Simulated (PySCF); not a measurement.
**Run report: C₂H₈O₃Si₂, excited-state calculation**

- system: C₂H₈O₃Si₂
- method: TDDFT B3LYP/def2-SVPD, vertical, gas phase, core orbitals frozen in the response (PySCF 2.14.0)

The geometry comes from this level: GFN2-xTB. It belongs to a series of runs on one base structure; here: constitutional isomer.

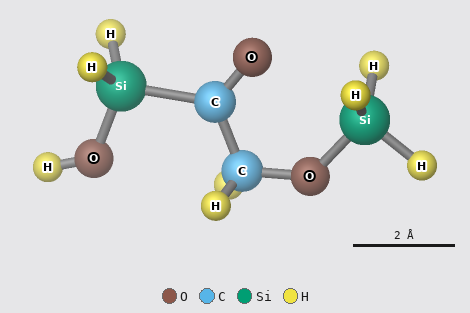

*The structure as given in the input (ball-and-stick view, seen at a tilt).*

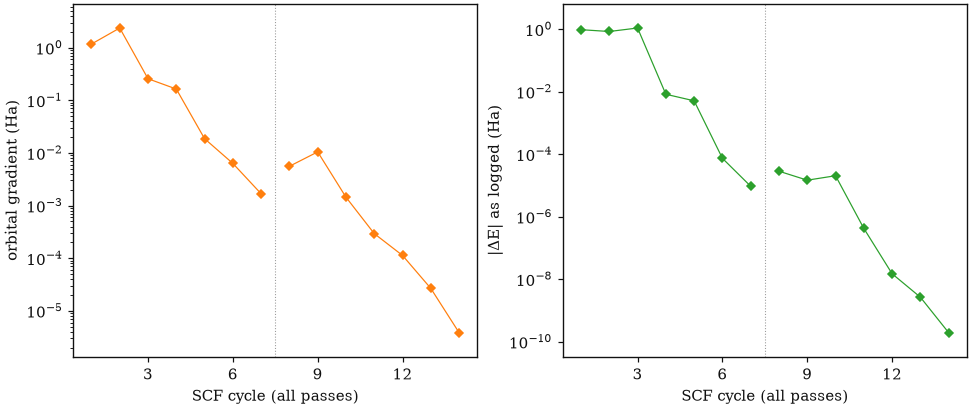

*Convergence of the self-consistent field: orbital gradient and size of the energy change against the SCF cycle. The dotted line marks the change from a coarse to the final integration grid.*

The first 7 cycles use a coarse grid, the final grid takes over at cycle 8, and the field converges after 14 cycles in all.

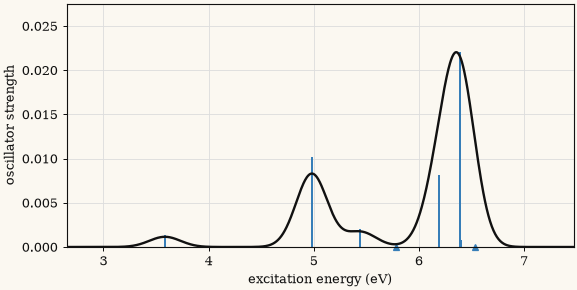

*Computed excitations as sticks (degenerate states added up, dark ones marked on the axis), with a Gaussian envelope of 0.35 eV full width at half maximum, scaled to the tallest.*

Of the 8 states the lowest lies at 3.58 eV (f = 0.001); the strongest line is at 6.39 eV, or 194 nm (f = 0.022).

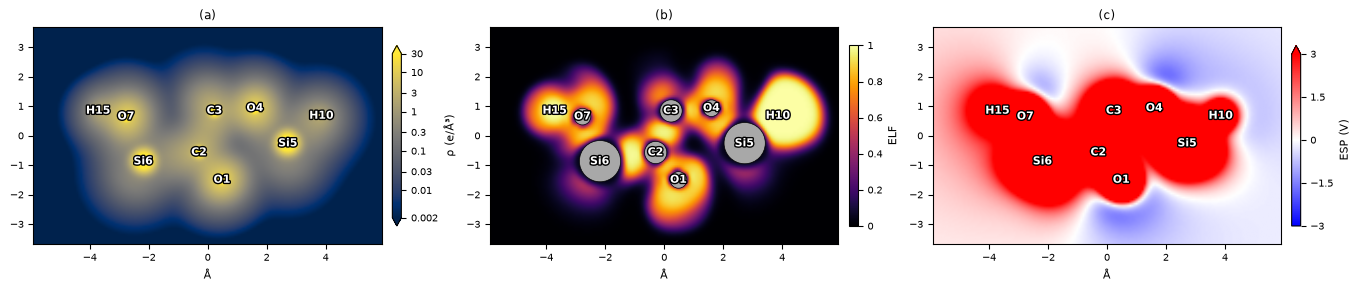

*(a) total electron density; (b) electron localisation function; (c) electrostatic potential on the plane of atoms C3, O4 and Si5. Grey discs, where drawn, cover atomic cores.*

The plane passes through O, C, Si and H nuclei. C–Si (1.91 Å): ρ is about 0.96 e/Å³ halfway; the ELF peaks at about 1 between the atoms, as expected for localised, shared-pair bonding.

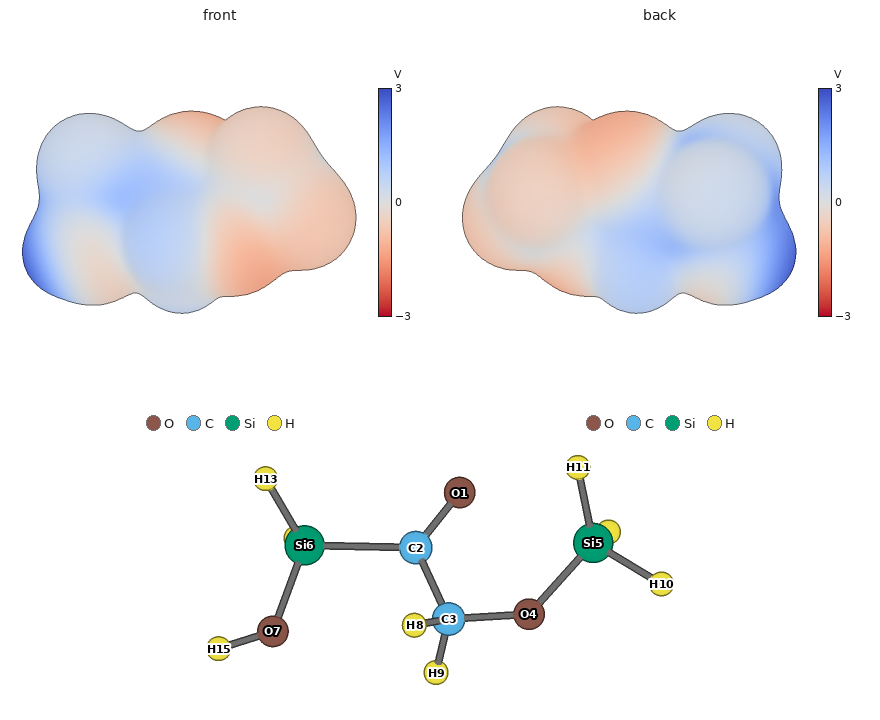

*The electrostatic potential painted on the density surface at 0.001 e/bohr³, seen at a tilt and from behind; the colour scale runs from red (negative) to blue (positive). The bare structure is drawn below in the same view.*

A positive charge is drawn to the negative regions and a negative charge to the positive ones. Its dipole moment is 4.99 D.

The input and output of the run follow.

Input file:
```
{"job": {"kind": "uv", "xc": "B3LYP", "basis": "def2-SVPD", "nstates": 8, "ntriplets": 3}, "charge": 0, "multiplicity": 1}
O     -0.302928     1.356748     0.208284
C      0.341178     0.368473    -0.060991
C     -0.351857    -0.857820    -0.590404
O     -1.711558    -0.722870    -0.716481
Si    -2.670692     0.560641    -0.388990
Si     2.236799     0.337314     0.171947
O      2.623178    -1.178494    -0.262204
H      0.097627    -1.096697    -1.565820
H     -0.113307    -1.692290     0.085750
H     -3.907670    -0.112948    -0.791767
H     -2.437402     1.719012    -1.248774
H     -2.739656     0.911383     1.027480
H      2.854066     1.326196    -0.708024
H      2.561071     0.602590     1.570842
H      3.516738    -1.513247    -0.258415
```

The first line tells a small driver script what to run in PySCF; the rest is the geometry in Å.

Launch command:
```bash
OMP_NUM_THREADS=1 python <driver script> task.json out
```

What the program printed:
```
coarse grid: 13640 points
cycle   1  E = -884.9730566893  dE =  9.633e-01  |g| = 1.173e+00  |ddm| = 5.439e+00
cycle   2  E = -884.1297791419  dE =  8.433e-01  |g| = 2.367e+00  |ddm| = 3.835e+00
cycle   3  E = -885.2205902785  dE = -1.091e+00  |g| = 2.572e-01  |ddm| = 2.631e+00
cycle   4  E = -885.2288553630  dE = -8.265e-03  |g| = 1.640e-01  |ddm| = 4.041e-01
cycle   5  E = -885.2339532742  dE = -5.098e-03  |g| = 1.869e-02  |ddm| = 1.936e-01
cycle   6  E = -885.2340269172  dE = -7.364e-05  |g| = 6.332e-03  |ddm| = 3.919e-02
cycle   7  E = -885.2340363106  dE = -9.393e-06  |g| = 1.679e-03  |ddm| = 1.042e-02
final grid: 122872 points
cycle   8  E = -885.3735505846  dE = -2.846e-05  |g| = 5.585e-03  |ddm| = 9.418e-02
cycle   9  E = -885.3735358919  dE =  1.469e-05  |g| = 1.048e-02  |ddm| = 1.621e-02
cycle  10  E = -885.3735562871  dE = -2.040e-05  |g| = 1.444e-03  |ddm| = 1.010e-02
cycle  11  E = -885.3735567084  dE = -4.213e-07  |g| = 2.937e-04  |ddm| = 1.961e-03
cycle  12  E = -885.3735567233  dE = -1.487e-08  |g| = 1.130e-04  |ddm| = 5.102e-04
cycle  13  E = -885.3735567259  dE = -2.639e-09  |g| = 2.672e-05  |ddm| = 1.788e-04
cycle  14  E = -885.3735567261  dE = -1.933e-10  |g| = 3.853e-06  |ddm| = 5.444e-05
converged SCF energy = -885.3735567261

Static polarisability (au): isotropic 87.137, principal 71.265 82.200 107.945

Singlet excitations
state   eV       nm        f      main configurations
  1   3.5842    345.9   0.00141   H->L 0.96
  2   4.9814    248.9   0.01013   H-1->L 0.99
  3   5.4439    227.7   0.00208   H->L+1 0.97
  4   5.7815    214.4   0.00005   H-2->L 0.93
  5   6.1955    200.1   0.00819   H->L+2 0.94
  6   6.3872    194.1   0.02204   H-3->L 0.93
  7   6.4043    193.6   0.00076   H-1->L+1 0.98
  8   6.5353    189.7   0.00013   H-4->L 0.94

Triplet excitations (Tamm-Dancoff, eV): 3.0204 4.7053 5.3147
```

Key numbers:

```csv
quantity,value
outcome,converged
total energy,−885.373557 hartree
HOMO,−7.05 eV
LUMO,−1.93 eV
dipole moment,4.99 D
mean polarisability,87.14 a.u.
lowest singlet excitation,3.58 eV
hardware,"1 CPU thread, shared host"
wall time,78 s
peak memory,0.83 GiB
```
